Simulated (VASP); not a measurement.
Band structure of WSi2 (MoSi2 type). Level of theory: rev-vdW-DF2, VASP's PBE PAW potentials (set 64) (plane waves; VASP).

Unless said otherwise, spin-orbit coupling is left out, though it shifts the bands of the heavy elements here.

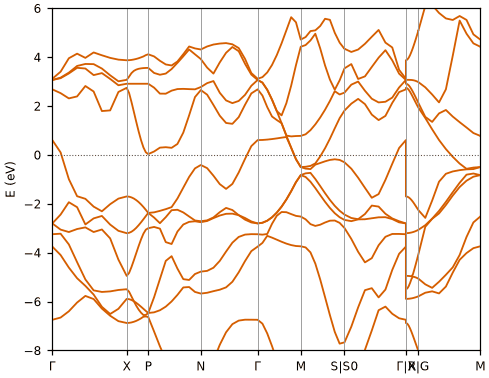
Figure: Bands along high-symmetry lines, zero at the valence-band maximum or, without a gap, the Fermi level

### Question
Read the plot: is there a gap, and where are the band edges?

### Answer
It has no gap at this level: it comes out as a metal or semimetal. (Edges off the drawn lines would not show.)

The compound is WSi2 in the MoSi2 type structure. It was relaxed first.
